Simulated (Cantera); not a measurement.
Feed: 1 mol PbO, 9.2 mol N₂, at 1.70 mbar.

Method: chemical equilibrium by Gibbs-energy minimisation in Cantera with the NASA 1993 tables (ideal gas, pure condensed phases). Candidate condensed phases: Pb, PbO, PbO₂, Pb₃O₄; 12 gas species. Gases not in the tables: (PbO)n polymers. Equilibrium is a limit: real reactors are often held back by kinetics, nucleation or transport.

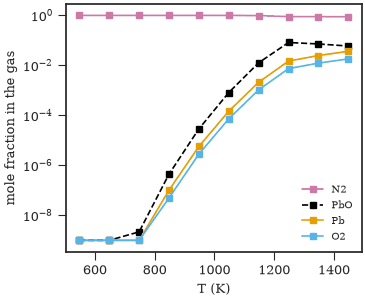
*Equilibrium gas composition (values under 1e-9 drawn at 1e-9)*

Q: Read off the mole fractions at 948 K.

A: N₂ about 1.00, PbO about 2.9e-5, Pb about 5.7e-6, O₂ about 2.8e-6.
